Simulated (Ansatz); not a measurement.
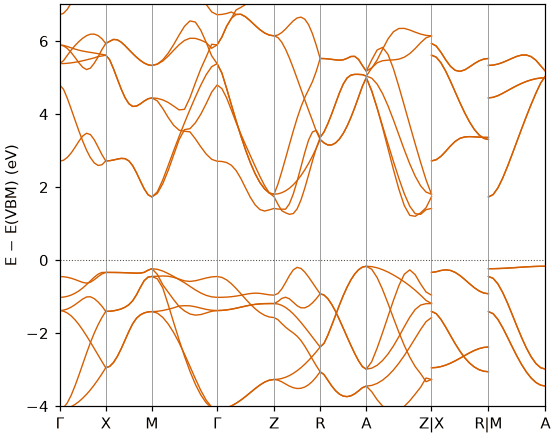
Figure: Band structure from DFT-r²SCAN+D4 in the program Ansatz with PAW potentials

The gap is 1.01 eV; an edge lies off the plotted path or next to a special point (maximum off the standard path, minimum off the standard path).

The material is PbS in space group P4/nmm (No. 129; Pb on 2c, S on 2a).

The cell is a constructed one: a structure type filled with these elements; neither database checked (COD, Materials Project) lists it. It is not the phase usual at ambient conditions (space group No. 225). Symmetry was held in the r²SCAN+D4 relaxation; whether a distortion lowers the energy is not shown. Spin–orbit coupling is left out wherever it is not named.

Potentials: the later of the program's two PAW sets.
